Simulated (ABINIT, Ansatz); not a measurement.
**CsPbCl3 (Pm-3m): modes at Γ and the response to a field**

Which modes does CsPbCl3 (Pm-3m) have at the zone centre?

Program: ABINIT 10.8.3. Level of theory: DFT LDA, scalar-relativistic, plane waves, PseudoDojo norm-conserving pseudopotentials. Results are calculated unless marked as measured.

## 1. The starting structure

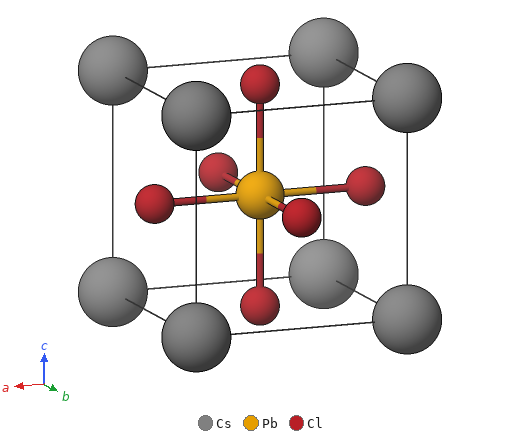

Start, viewed from a free direction; caesium grey, lead orange, chlorine red. Some periodic images of atoms are drawn too.

Coordinates:

```cif
data_structure
_symmetry_space_group_name_H-M 'Pm-3m'
_symmetry_Int_Tables_number 221
_cell_length_a 5.5294
_cell_length_b 5.5294
_cell_length_c 5.5294
_cell_angle_alpha 90.000
_cell_angle_beta 90.000
_cell_angle_gamma 90.000
_cell_volume 169.06
loop_
_atom_site_label
_atom_site_type_symbol
_atom_site_symmetry_multiplicity
_atom_site_Wyckoff_symbol
_atom_site_fract_x
_atom_site_fract_y
_atom_site_fract_z
_atom_site_occupancy
Cs1 Cs 1 a 0.00000 0.00000 0.00000 1
Pb1 Pb 1 b 0.50000 0.50000 0.50000 1
Cl1 Cl 3 c 0.50000 0.50000 0.00000 1
```

## 2. Relaxing the cell and atoms

The harmonic expansion needs vanishing forces, and a free crystal bears no stress, so cell and atoms are brought to rest. Stress is more sensitive to the basis than forces are: the last 3 Ha under the cutoff are smoothed with ecutsm, and the cutoff is raised above that of the later runs.

The starting cell comes from a relaxation made beforehand in Ansatz (LDA, PseudoDojo NC).

The input, relax.abi:

```
# relaxation
ionmov 2
optcell 2
dilatmx 1.08
ntime 40
tolmxf 1.0d-05
tolvrs 1.0d-14
prtwf 0
prtden 0
chksymtnons 0

# basis, mesh and filling
ecut 31.0
ecutsm 3.0
ngkpt 4 4 4
nshiftk 1
shiftk 0.0 0.0 0.0
istwfk *1
occopt 1
nband 22
nstep 100
diemac 9.0
prtebands 0
prtgsr 0
useylm 1

# cell and atoms
acell 10.44907528 10.44907528 10.44907528
rprim 
    1.0 0.0 0.0
    0.0 1.0 0.0
    0.0 0.0 1.0
ntypat 3
znucl 55 82 17
natom 5
typat 1 2 3 3 3
xred 
    0.0 0.0 0.0
    0.5 0.5 0.5
    0.5 0.5 0.0
    0.0 0.5 0.5
    0.5 0.0 0.5
pp_dirpath "./pseudo"
pseudos "Cs.upf, Pb.upf, Cl.upf"
```

Command:

```bash
$ OMP_NUM_THREADS=1 mpirun -n 4 abinit relax.abi > relax.log
```

Numbers of over 12 decimals in the logs are rounded to 6 here.

relax.abo, the main output file:

```text
[banners, grids, parts of the stress and lines that vanish by symmetry left out]
- input  file    -> relax.abi
- output file    -> relax.abo
- root for input  files -> relaxi
[...]
Symmetries : space group Pm -3 m (#221); Bravais cP (primitive cubic)
[...]
mpw =       11890          nfft =      216000          nkpt =          10
[...]
== DATASET  1 ==================================================================
[...]
cutoff_energies: {ecut:  31.0, pawecutdg:  -1.0, }
[...]
ETOT  1  -141.88105986493    -1.419E+02 2.071E-01 4.712E+02
 ETOT  2  -143.15598193896    -1.275E+00 4.464E-03 2.062E+02
 ETOT  3  -143.16652371114    -1.054E-02 6.069E-04 5.439E+01
 ETOT  4  -143.16755565833    -1.032E-03 4.147E-05 1.635E+01
 ETOT  5  -143.16823599625    -6.803E-04 2.252E-05 1.807E-01
[...]
ETOT 18  -143.16825979117     3.212E-12 5.208E-16 1.932E-14
 ETOT 19  -143.16825979119    -1.646E-11 9.201E-17 1.013E-15
 At SCF step   19       vres2   =  1.01E-15 < tolvrs=  1.00E-14 =>converged.
[...]
sigma(1 1)=  7.61723474E-08  sigma(3 2)=  0.00000000E+00
  sigma(2 2)=  7.61723474E-08  sigma(3 1)=  0.00000000E+00
  sigma(3 3)=  7.61723474E-08  sigma(2 1)=  0.00000000E+00
[...]
convergence: {deltae: -1.646E-11, res2:  1.013E-15, residm:  9.201E-17, diffor: null, }
etotal    :  -1.43168260E+02
[...]
At Broyd/MD step   1, gradients are converged :
[...]
sigma(1 1)=  7.61723474E-08  sigma(3 2)=  0.00000000E+00
  sigma(2 2)=  7.61723474E-08  sigma(3 1)=  0.00000000E+00
  sigma(3 3)=  7.61723474E-08  sigma(2 1)=  0.00000000E+00
[...]
- sigma(1 1)=  2.24106783E-03  sigma(3 2)=  0.00000000E+00
- sigma(2 2)=  2.24106783E-03  sigma(3 1)=  0.00000000E+00
- sigma(3 3)=  2.24106783E-03  sigma(2 1)=  0.00000000E+00
[...]
fcart     -0.0000000000E+00 -0.0000000000E+00 -0.0000000000E+00
           strten      7.6172347376E-08  7.6172347381E-08  7.6172347378E-08
================================================================================

[key lines of the parts left out:]
pressure_GPa:  -2.2411E-03
Total energy (etotal) [Ha]= -1.43168259791186E+02
```

It took 79 s on 4 MPI ranks of Intel Xeon at 2.70GHz, shared host; 5.2 min of CPU time.

Little changed from the start: no atom moved by 0.005 Å and no cell edge by 0.1 %.

Read from the output:

| Quantity | Value |
| --- | --- |
| volume per atom | 33.81 Å³ |
| pressure | -0.002241 GPa |

## 3. Self-consistent run for the response

First-order wavefunctions inherit every error of the ground state, hence the very tight tolvrs. The mesh is shifted off Γ, since shifted meshes converge sums over the zone faster.

The input, gs.abi:

```
# ground state
tolvrs 1.0d-16
prtden 1
prtwf 1

# basis, mesh and filling
ecut 24.0
ngkpt 4 4 4
nshiftk 1
shiftk 0.5 0.5 0.5
istwfk *1
occopt 1
nband 22
nstep 100
diemac 9.0
prtebands 0
prtgsr 0
useylm 1

# cell and atoms
acell 10.44907528 10.44907528 10.44907528
rprim 
    1.0 0.0 0.0
    0.0 1.0 0.0
    0.0 0.0 1.0
ntypat 3
znucl 55 82 17
natom 5
typat 1 2 3 3 3
xred 
    0.0 0.0 0.0
    0.5 0.5 0.5
    0.5 0.5 0.0
    0.0 0.5 0.5
    0.5 0.0 0.5
pp_dirpath "./pseudo"
pseudos "Cs.upf, Pb.upf, Cl.upf"
```

Command:

```bash
$ OMP_NUM_THREADS=1 mpirun -n 4 abinit gs.abi > gs.log
```

gs.abo, the main output file:

```text
[banners, grids, parts of the stress and lines that vanish by symmetry left out]
- input  file    -> gs.abi
- output file    -> gs.abo
- root for input  files -> gsi
[...]
Symmetries : space group Pm -3 m (#221); Bravais cP (primitive cubic)
[...]
mpw =        6425          nfft =      110592          nkpt =           4
[...]
== DATASET  1 ==================================================================
[...]
cutoff_energies: {ecut:  24.0, pawecutdg:  -1.0, }
[...]
ETOT  1  -141.99555218024    -1.420E+02 1.710E-01 1.695E+02
 ETOT  2  -143.15931017840    -1.164E+00 1.071E-03 7.491E+01
 ETOT  3  -143.16855623350    -9.246E-03 4.481E-05 1.739E+01
 ETOT  4  -143.16914642685    -5.902E-04 3.155E-05 5.398E+00
 ETOT  5  -143.16964220051    -4.958E-04 8.825E-06 8.131E-02
[...]
ETOT 18  -143.16966819846     4.746E-12 3.486E-19 5.823E-15
 ETOT 19  -143.16966819846     7.731E-12 5.201E-20 5.969E-18
 At SCF step   19       vres2   =  5.97E-18 < tolvrs=  1.00E-16 =>converged.
[...]
sigma(1 1)=  1.68150713E-05  sigma(3 2)=  0.00000000E+00
  sigma(2 2)=  1.68150713E-05  sigma(3 1)=  0.00000000E+00
  sigma(3 3)=  1.68150713E-05  sigma(2 1)=  0.00000000E+00
[...]
convergence: {deltae:  7.731E-12, res2:  5.969E-18, residm:  5.201E-20, diffor: null, }
etotal    :  -1.43169668E+02
[...]
sigma(1 1)=  1.68150713E-05  sigma(3 2)=  0.00000000E+00
  sigma(2 2)=  1.68150713E-05  sigma(3 1)=  0.00000000E+00
  sigma(3 3)=  1.68150713E-05  sigma(2 1)=  0.00000000E+00
[...]
- sigma(1 1)=  4.94716477E-01  sigma(3 2)=  0.00000000E+00
- sigma(2 2)=  4.94716477E-01  sigma(3 1)=  0.00000000E+00
- sigma(3 3)=  4.94716477E-01  sigma(2 1)=  0.00000000E+00
[...]
fcart     -0.0000000000E+00 -0.0000000000E+00 -0.0000000000E+00
           strten      1.6815071273E-05  1.6815071273E-05  1.6815071273E-05
================================================================================

[key lines of the parts left out:]
pressure_GPa:  -4.9472E-01
```

The job ended after 19 s (4 MPI ranks; 73 s of CPU time).

Numbers from this step:

```yaml
pressure: -0.4947 GPa
```

The cell stands at -0.49 GPa: the relaxation ran with a smoothed and higher cutoff and on another k mesh.

## 4. The gap at rest

Empty bands on the ground state's density check that the gap assumed so far is there in this cell.

The input, gap.abi:

```
# empty bands on the ground state's density
iscf -2
getden_filepath "gso_DEN"
tolwfr 1.0d-12
nbdbuf 2
prtwf 0

# basis, mesh and filling
ecut 24.0
ngkpt 4 4 4
nshiftk 1
shiftk 0.0 0.0 0.0
istwfk *1
occopt 1
nband 26
nstep 100
diemac 9.0
prtebands 0
prtgsr 0
useylm 1

# cell and atoms
acell 10.44907528 10.44907528 10.44907528
rprim 
    1.0 0.0 0.0
    0.0 1.0 0.0
    0.0 0.0 1.0
ntypat 3
znucl 55 82 17
natom 5
typat 1 2 3 3 3
xred 
    0.0 0.0 0.0
    0.5 0.5 0.5
    0.5 0.5 0.0
    0.0 0.5 0.5
    0.5 0.0 0.5
pp_dirpath "./pseudo"
pseudos "Cs.upf, Pb.upf, Cl.upf"
```

Command:

```bash
$ OMP_NUM_THREADS=1 mpirun -n 4 abinit gap.abi > gap.log
```

gap.abo, the main output file:

```text
[banners, grids, parts of the stress and lines that vanish by symmetry left out]
- input  file    -> gap.abi
- output file    -> gap.abo
- root for input  files -> gapi
[...]
Symmetries : space group Pm -3 m (#221); Bravais cP (primitive cubic)
[...]
mpw =        6488          nfft =      110592          nkpt =          10
[...]
== DATASET  1 ==================================================================
[...]
cutoff_energies: {ecut:  24.0, pawecutdg:  -1.0, }
[...]
-outvars: echo values of variables after computation
            acell      1.0449075280E+01  1.0449075280E+01  1.0449075280E+01 Bohr
================================================================================
```

Run time: 27 s. Hardware: 4 MPI ranks; 1.8 min of CPU time.

Read from the output:

```yaml
gap_on_the_k_mesh: 1.566 eV
```

In this cell the gap on the mesh is 1.6 eV, direct, so fixed occupations hold.

## 5. Zone-centre response

The derivative of the wavefunctions by k comes first, since the response to a field is built on it; then the field and the displacements that symmetry doesn't supply are solved at q = 0.

It reads the wavefunctions written in step 3.

The input, dfpt_gamma.abi:

```
ndtset 2

# common to the responses
getwfk_filepath "gso_WFK"
kptopt 2
nqpt 1
qpt 0.0 0.0 0.0
asr 0
chneut 0

# d/dk
rfelfd1 2
rfdir1 1 1 1
iscf1 -3
tolwfr1 1.0d-20

# displacements, field
rfphon2 1
rfatpol2 1 5
rfdir2 1 1 1
rfelfd2 3
getddk2 1
tolvrs2 1.0d-10
prtwf2 0

# basis, mesh and filling
ecut 24.0
ngkpt 4 4 4
nshiftk 1
shiftk 0.5 0.5 0.5
istwfk *1
occopt 1
nband 22
nstep 100
diemac 9.0
prtebands 0
prtgsr 0
useylm 1

# cell and atoms
acell 10.44907528 10.44907528 10.44907528
rprim 
    1.0 0.0 0.0
    0.0 1.0 0.0
    0.0 0.0 1.0
ntypat 3
znucl 55 82 17
natom 5
typat 1 2 3 3 3
xred 
    0.0 0.0 0.0
    0.5 0.5 0.5
    0.5 0.5 0.0
    0.0 0.5 0.5
    0.5 0.0 0.5
pp_dirpath "./pseudo"
pseudos "Cs.upf, Pb.upf, Cl.upf"
```

Command:

```bash
$ OMP_NUM_THREADS=1 mpirun -n 4 abinit dfpt_gamma.abi > dfpt_gamma.log
```

dfpt_gamma.abo, the main output file:

```text
[banners, grids, parts of the stress and lines that vanish by symmetry left out]
- input  file    -> dfpt_gamma.abi
- output file    -> dfpt_gamma.abo
- root for input  files -> dfpt_gammai
[...]
DATASET    1 : space group Pm -3 m (#221); Bravais cP (primitive cubic)
[...]
nfft =      110592          nkpt =          32
[...]
DATASET    2 : space group Pm -3 m (#221); Bravais cP (primitive cubic)
[...]
nfft =      110592          nkpt =          32
[...]
== DATASET  1 ==================================================================
[...]
cutoff_energies: {ecut:  24.0, pawecutdg:  -1.0, }
[...]
- 17.00000   7.00000  180309                  znucl, zion, pspdat
[...]
Perturbation : derivative vs k along direction   1
[...]
-ETOT  1  -22.388399357868     -2.239E+01 7.567E-02 0.000E+00
 ETOT  2  -22.450168606039     -6.177E-02 2.742E-03 0.000E+00
 ETOT  3  -22.451088922124     -9.203E-04 7.075E-05 0.000E+00
 ETOT  4  -22.451126155326     -3.723E-05 3.491E-06 0.000E+00
 ETOT  5  -22.451128528191     -2.373E-06 1.208E-07 0.000E+00
[...]
At SCF step   19   max residual=  9.96E-21 < tolwfr=  1.00E-20 =>converged.
[...]
Perturbation : derivative vs k along direction   2
[...]
-ETOT  1  -22.387781809905     -2.239E+01 7.567E-02 0.000E+00
[...]
At SCF step   19   max residual=  9.99E-21 < tolwfr=  1.00E-20 =>converged.
[...]
Perturbation : derivative vs k along direction   3
[...]
-ETOT  1  -22.388399034510     -2.239E+01 7.567E-02 0.000E+00
[...]
At SCF step   19   max residual=  9.96E-21 < tolwfr=  1.00E-20 =>converged.
[...]
1        1       1.0719646105   -0.0000000000
     1        2       0.0000000000    0.0000000000
     1        3       0.0000000000    0.0000000000
     2        1       0.0000000000    0.0000000000
     2        2       1.0719646105    0.0000000000
     2        3       0.0000000000    0.0000000000
     3        1       0.0000000000    0.0000000000
     3        2       0.0000000000    0.0000000000
     3        3       1.0719646104    0.0000000000
[...]
== DATASET  2 ==================================================================
[...]
cutoff_energies: {ecut:  24.0, pawecutdg:  -1.0, }
[...]
Perturbation : displacement of atom   1   along direction   1
[...]
-ETOT  1  0.529605     -1.082E+03 2.322E+00 2.771E+02
[...]
At SCF step   13       vres2   =  5.65E-11 < tolvrs=  1.00E-10 =>converged.
[...]
Perturbation : displacement of atom   2   along direction   1
[...]
-ETOT  1   9.750884     -2.077E+04 3.114E+01 1.009E+03
[...]
At SCF step   13       vres2   =  5.03E-12 < tolvrs=  1.00E-10 =>converged.
[...]
Perturbation : displacement of atom   3   along direction   1
[...]
-ETOT  1   1.762078     -1.372E+03 1.424E+00 7.261E+02
[...]
At SCF step   14       vres2   =  1.64E-11 < tolvrs=  1.00E-10 =>converged.
[...]
Perturbation : displacement of atom   3   along direction   3
[...]
-ETOT  1   6.758973     -1.352E+03 4.201E+00 5.355E+02
[...]
At SCF step   13       vres2   =  2.22E-11 < tolvrs=  1.00E-10 =>converged.
[...]
Perturbation : homogeneous electric field along direction   1
[...]
-ETOT  1  -68.451510499118     -6.845E+01 1.337E+00 2.968E+04
[...]
ETOT 13  -85.382797903536     -1.044E-11 4.206E-13 3.116E-09
 ETOT 14  -85.382797903539     -2.345E-12 4.215E-14 8.460E-11
 At SCF step   14       vres2   =  8.46E-11 < tolvrs=  1.00E-10 =>converged.
[...]
Dielectric tensor, in cartesian coordinates,
[...]
1    7   1    7         3.6010137473        -0.0000000000
   1    7   2    7        -0.0000000000        -0.0000000000
   1    7   3    7        -0.0000000000        -0.0000000000
   2    7   1    7        -0.0000000000        -0.0000000000
   2    7   2    7         3.6010137473        -0.0000000000
   2    7   3    7        -0.0000000000        -0.0000000000
   3    7   1    7        -0.0000000000        -0.0000000000
   3    7   2    7        -0.0000000000        -0.0000000000
   3    7   3    7         3.6010137473        -0.0000000000
  Effective charges, in cartesian coordinates,
[...]
1    1   1    7         1.3317755941         0.0000000000
   2    1   1    7         0.0000000000         0.0000000000
   3    1   1    7         0.0000000000         0.0000000000
   1    2   1    7         3.9781738805         0.0000000000
   2    2   1    7         0.0000000000         0.0000000000
[...]
Effective charges, in cartesian coordinates,
[...]
2    7   1    5         0.0000000000         0.0000000000
   3    7   1    5         0.0000000000         0.0000000000
   1    7   2    5         0.0000000000         0.0000000000
   2    7   2    5        -3.1310472095         0.0000000000
   3    7   2    5         0.0000000000         0.0000000000
   1    7   3    5         0.0000000000         0.0000000000
   2    7   3    5         0.0000000000         0.0000000000
   3    7   3    5        -0.8133524299         0.0000000000
  Phonon wavevector (reduced coordinates) :  0.00000  0.00000  0.00000
 Phonon energies in Hartree :
[...]
Phonon frequencies in cm-1    :
- -2.294475E+01 -2.294475E+01 -2.294475E+01 -1.094435E-01 -1.094425E-01
- -1.094395E-01  1.968823E+01  1.968823E+01  1.968823E+01  5.323573E+01
-  5.323573E+01  5.323573E+01  1.678012E+02  1.678012E+02  1.678012E+02
  Phonon at Gamma, with non-analyticity in the
[...]
Phonon energies in Hartree :
[...]
Phonon frequencies in cm-1    :
- -2.294475E+01 -2.294475E+01 -4.102912E+00 -1.094435E-01 -1.094425E-01
-  1.968823E+01  1.968823E+01  1.968823E+01  2.393283E+01  5.323573E+01
-  5.323573E+01  6.419782E+01  1.678012E+02  1.678012E+02  2.416751E+02
  Phonon at Gamma, with non-analyticity in the
[...]
Phonon energies in Hartree :
[...]
Phonon frequencies in cm-1    :
- -2.294475E+01 -2.294475E+01 -4.102912E+00 -1.094435E-01 -1.094395E-01
-  1.968823E+01  1.968823E+01  1.968823E+01  2.393283E+01  5.323573E+01
-  5.323573E+01  6.419782E+01  1.678012E+02  1.678012E+02  2.416751E+02
  Phonon at Gamma, with non-analyticity in the
[...]
Phonon energies in Hartree :
[...]
Phonon frequencies in cm-1    :
- -2.294475E+01 -2.294475E+01 -4.102913E+00 -1.094425E-01 -1.094395E-01
-  1.968823E+01  1.968823E+01  1.968823E+01  2.393283E+01  5.323573E+01
-  5.323573E+01  6.419782E+01  1.678012E+02  1.678012E+02  2.416751E+02
[...]
fcart2     0.0000000000E+00  0.0000000000E+00  0.0000000000E+00
           strten2     0.0000000000E+00  0.0000000000E+00  0.0000000000E+00
================================================================================
```

It took 7.5 min on 4 MPI ranks; 30 min of CPU time.

Read from the output:

- miss of the charge sum rule: 0.5522 e
- largest acoustic frequency at the zone centre before the sum rule: -0.11 cm⁻¹
- highest optical zone-centre mode (no LO-TO term): 167.8 cm⁻¹
- lowest optical zone-centre mode: -22.94 cm⁻¹
- mean high-frequency dielectric constant: 3.601
- largest Born charge in size (third of the trace): 3.978 e

Born charge (rows field, columns displacement), before the sum rule (e), principal values of the symmetric part by kind of site:

```
atom  atoms with these values    low  middle   high   mean
 Cs1                        1   1.33    1.33   1.33   1.33
 Pb2                        1   3.98    3.98   3.98   3.98
 Cl3                        3  -3.13   -0.81  -0.81  -1.59
```

In full for Cl3:

```
-0.81  0.00  0.00
 0.00 -0.81  0.00
 0.00  0.00 -3.13
```

High-frequency dielectric tensor:

```
3.60 0.00 0.00
0.00 3.60 0.00
0.00 0.00 3.60
```

The acoustic modes at Γ come out as far as 0.1 cm⁻¹ from zero, where they should vanish, a small numerical error; the Born charges miss their sum rule by 0.55 e, too much: mesh or cutoff is short for the field response. The lowest optical mode is imaginary, 23i cm⁻¹, an instability at this level and on this k mesh.

(Part 1 of 2 ends here.)

[Host names and launcher messages were left out of these logs when they were recorded.]

[Logs are printed without paths, hosts, clocks, repeated set-up lines and the standing remarks that a program may print on its own settings, such as how far it seeks lower states.]

[Hosts, paths, dates, database ids (printed as entryN), source tags and the programs' standing remarks are cut or masked in the printed files.]
